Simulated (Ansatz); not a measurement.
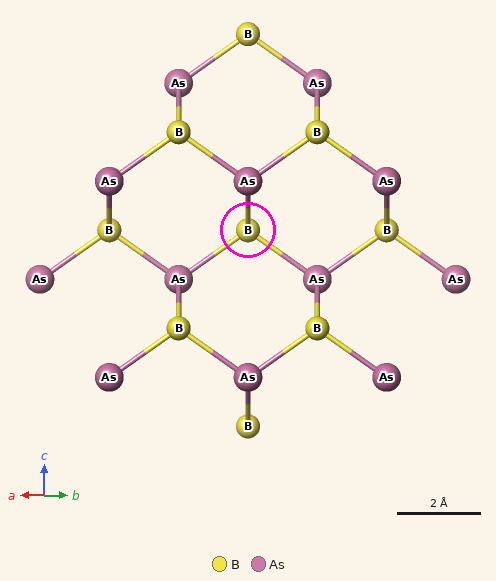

Perfect BAs. A ball-and-stick model of the atoms within 5.4 Å of one point, in a slice 4.2 Å thick across the line of sight, seen along [110].

Theory: DFT, PBE, plane-wave PAW, default files, scalar-relativistic (Ansatz 0.2.0). Settings: plane-wave cutoff 420 eV; k-point mesh 2 × 2 × 2; occupations fermi dirac; smearing width 0.01 eV; no spin polarisation. A uniform background neutralises the charged cell. The axes drawn are those of the host's conventional cell.

A boron atom is replaced by tin at the ringed place, in charge state +1. The supercell has 54 sites, and the atoms are relaxed at the host's cell.

**Predict the relaxed surroundings of the defect.**

In the host the B atom has 4 As at 2.07 Å; the Sn atom ends with 4 As at 2.41 Å. Of the host's atoms, an arsenic atom moves furthest from its site, by 0.34 Å. Relaxing the atoms from the host's sites lowers the energy by 7.57 eV.

The relaxed defect, seen from the same direction:

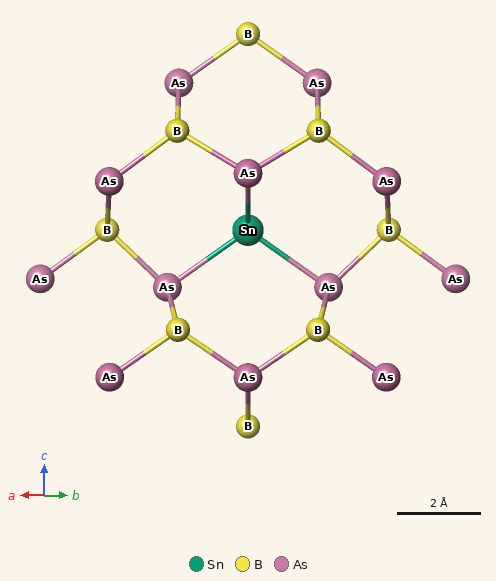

Limits of the set-up: the cell is charged, on a uniform background, and energies carry no finite-size correction.
